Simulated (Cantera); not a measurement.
Feed: 1 mol SrCl2, 0.065 mol HCl, 120 mol N2, held at 63.0 Pa.

Method: chemical equilibrium by Gibbs-energy minimisation in Cantera with the NASA 1993 tables (ideal gas, pure condensed phases). Candidate condensed phases: NH4Cl, Sr, SrCl2; 15 gas species. Kinetics and transport are ignored.

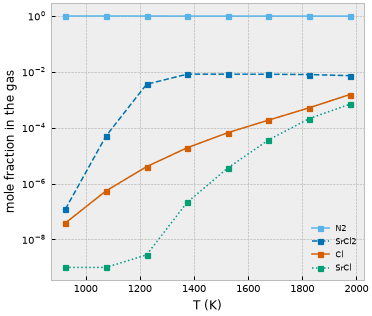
*Equilibrium gas composition (values under 1e-9 drawn at 1e-9)*

From 925 K to 1075 K the condensed part is SrCl2(s). At 1225 K the condensed part is SrCl2(l). From 1375 K to 1975 K nothing is condensed. The main Sr-bearing gas is SrCl2 throughout.
